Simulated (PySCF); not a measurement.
**C$_{2}$H$_{4}$AlI (SMILES C=[CH][AlH][I]): density, localisation and related maps**

```xyz
8

C    -1.9935    0.5418   -0.7182
C    -1.0214    0.3172   -1.6173
Al   -2.6104   -0.8121    0.5220
I    -1.5373   -3.0478    0.3806
H    -3.7369   -0.6063    1.6119
H    -2.4391    1.5474   -0.7077
H    -0.6758    1.0897   -2.3161
H    -0.5206   -0.6558   -1.6993
```

Geometry: PBE0-D4/def2-SVP; core potentials replace the inner electrons of I.

Theory: Gaussian-basis quantum chemistry of an isolated molecule with PySCF, energy and nuclear gradient, functional PBE0 in PySCF.

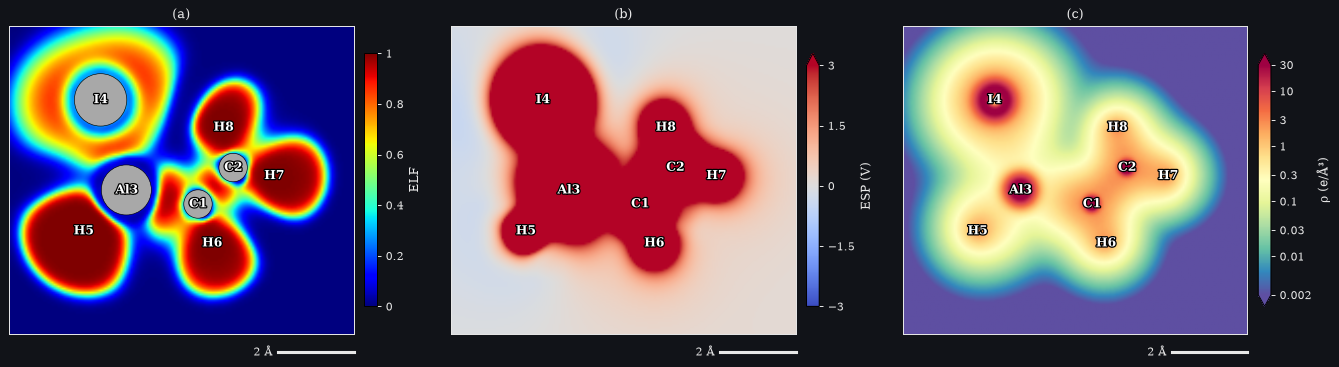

Figure 1. (a) electron localisation function; (b) molecular electrostatic potential; (c) electron density on the molecular plane. Grey discs cover the atomic cores in the ELF map.

What do the fields say about this system?

- The plane passes through C, Al, I and H nuclei.
- C–C (1.34 Å): ρ at the midpoint is about 2.3 e/Å³; the ELF peaks at about 0.90 between the atoms: a multiple bond.
- C–Al (1.94 Å): the density is about 0.74 e/Å³ at the midpoint; the ELF peaks at about 0.95 between the atoms (a shared but strongly polarised pair).
- Al–I (2.48 Å): the density is about 0.56 e/Å³ at the midpoint; the ELF peaks at about 0.85 in the valence shell of I, 1.3 Å from its nucleus, and is about 0.80 at the midpoint.
- C–H (1.10 Å): ρ at the midpoint is about 2 e/Å³; the ELF climbs to about 1 towards the hydrogen, as it does in any bond to H (an ordinary covalent bond to hydrogen).
- Al–H (1.58 Å): ρ at the midpoint is about 0.56 e/Å³; the ELF climbs to about 1 towards the hydrogen.
- The ELF also peaks beside I4, away from the bonds: lone-pair regions.
- Outside the dense part of the molecule the potential is most negative (−0.4 V) near I4.

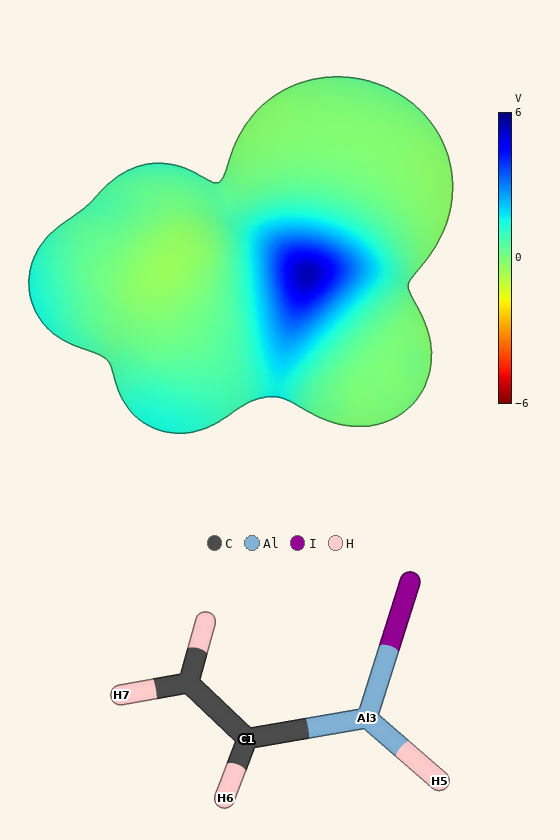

Figure 2. The molecular electrostatic potential painted on the density surface at 0.004 e/bohr³, seen at a tilt; the colour scale runs from red (negative) to blue (positive). The bare structure is drawn below in the same view.

Where is the surface potential most negative and most positive?

The most negative region (about −0.4 V) lies over the π face of C1 and C2, the most positive (about +5.3 V) over Al3. I4 shows a σ-hole: about +0.6 V at the tip opposite its bond, against about −0.2 V on its flanks.

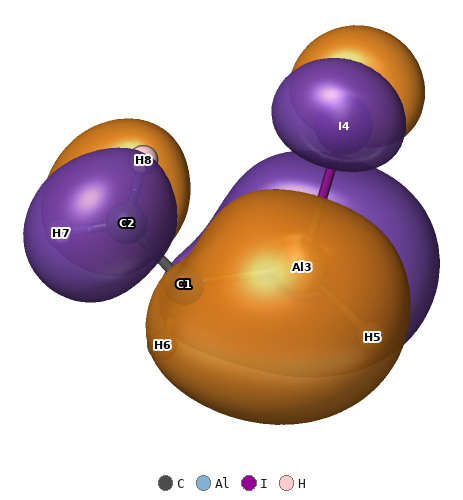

Figure 3. The LUMO at ±0.05 Å⁻³ᐟ² (orange and purple are the two phases), seen at a tilt.

Where does this orbital lie, and at what energy?

By Hirshfeld shares it lies mainly on Al3 (about 50 %), C2 (about 20 %), C1 (about 10 %) and I4 (about 10 %); it changes sign across the molecular plane (π type); π-antibonding (a node) across C1–C2. Its energy is −1.90 eV.

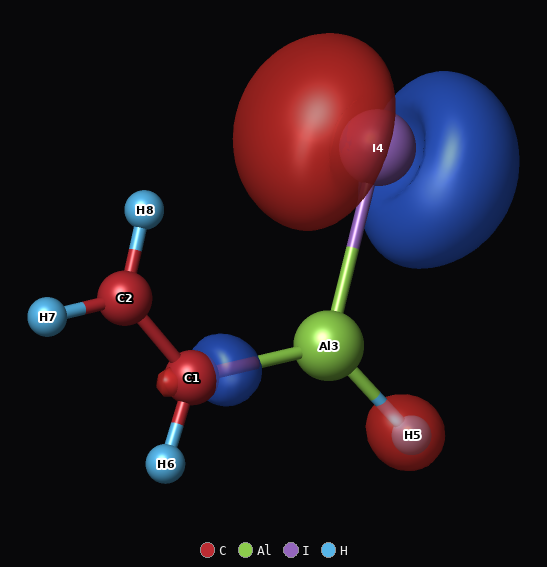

Figure 4. The HOMO at ±0.15 Å⁻³ᐟ² (blue and red are the two phases), seen at a tilt.

Describe this orbital and give its energy.

It lies mainly on I4 (about 85 %); it is symmetric in the molecular plane (an in-plane orbital: σ, lone-pair or in-plane π type); largely a lone pair of I4. Its energy is −7.60 eV.
